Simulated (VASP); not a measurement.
Band structure of NaCl (rock salt). These are rev-vdW-DF2, VASP's PBE PAW potentials (set 64) (plane waves; VASP) values and carry that method's errors.

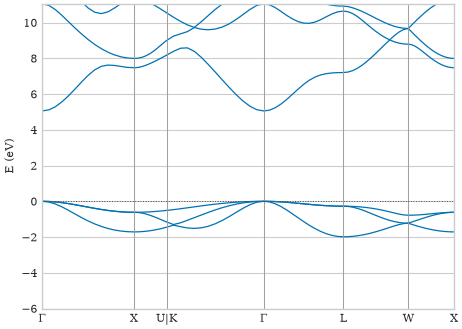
*Bands along high-symmetry lines, zero at the valence-band maximum or, without a gap, the Fermi level*

**Question.** Read the plot: is there a gap, and where are the band edges?

**Answer.** The gap is direct, 5.06 eV, from the valence maximum at Γ to the conduction minimum at Γ. (Edges off the drawn lines would not show.)

Measured: gap 8.97 eV (computed value off by -3.91 eV), as given by Wei Chen et al., Physical Review Materials (2018), doi:10.1103/physrevmaterials.2.073803.

The compound is NaCl in the rock salt structure. It was relaxed first.
